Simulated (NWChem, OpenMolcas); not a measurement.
# How methods differ on CHBrF2 (bromodifluoromethane)

The species is CHBrF2 (5 atoms), meant as a singlet with charge 0. As SMILES, `FC(F)Br`. The coordinates come from a PBE0-D4/def2-TZVP relaxation.

Each level gives the dipole moment (D). The values are calculated.

**The experiment to reproduce.** NIST CCCBDB gives the dipole moment of the gas as 1.50 D.

```json
{"level": "SVWN5/aug-cc-pVDZ", "kind": "LDA", "program": "OpenMolcas", "value (D)": "1.34", "computed − measured": "-0.16", "CPU time": "36 s"}
{"level": "BLYP/aug-cc-pVDZ", "kind": "GGA", "program": "OpenMolcas", "value (D)": "1.32", "computed − measured": "-0.18", "CPU time": "49 s"}
{"level": "M06-L/aug-cc-pVDZ", "kind": "meta-GGA", "program": "OpenMolcas", "value (D)": "1.32", "computed − measured": "-0.18", "CPU time": "57 s"}
{"level": "TPSS/aug-cc-pVDZ", "kind": "meta-GGA", "program": "OpenMolcas", "value (D)": "1.35", "computed − measured": "-0.15", "CPU time": "67 s"}
{"level": "r2SCAN/aug-cc-pVDZ", "kind": "meta-GGA", "program": "OpenMolcas", "value (D)": "1.37", "computed − measured": "-0.13", "CPU time": "57 s"}
{"level": "BHLYP/aug-cc-pVDZ", "kind": "global hybrid", "program": "OpenMolcas", "value (D)": "1.47", "computed − measured": "-0.03", "CPU time": "42 s"}
{"level": "M06-2X/aug-cc-pVDZ", "kind": "hybrid meta-GGA", "program": "NWChem", "value (D)": "1.45", "computed − measured": "-0.05", "CPU time": "95 s"}
{"level": "PBE0/aug-cc-pVDZ", "kind": "global hybrid", "program": "OpenMolcas", "value (D)": "1.38", "computed − measured": "-0.12", "CPU time": "40 s"}
```

Nearest: BHLYP/aug-cc-pVDZ (-0.03 D); farthest: M06-L/aug-cc-pVDZ (-0.18 D). The measured dipole is a vibrational average, so differences of a few hundredths of a debye mean little. Computed less measured by kind, in D (aug-cc-pVDZ rows): LDA -0.16; GGA -0.18; meta-GGA -0.18 to -0.13; global hybrid -0.12 to -0.03. All-electron rows without a relativistic Hamiltonian named are non-relativistic. Times are those of the runs behind each value, whatever else they computed, on shared processors of several kinds: orders of magnitude only.

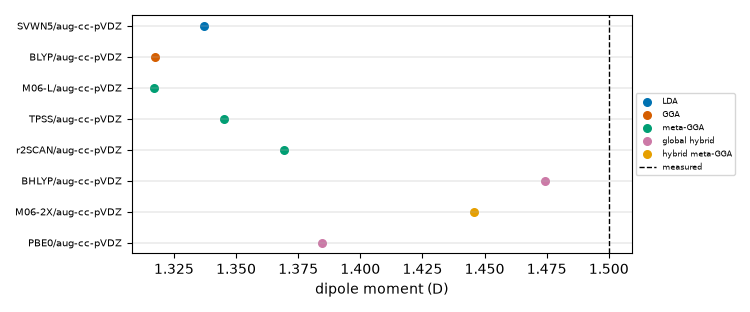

The values of the table, level by level.
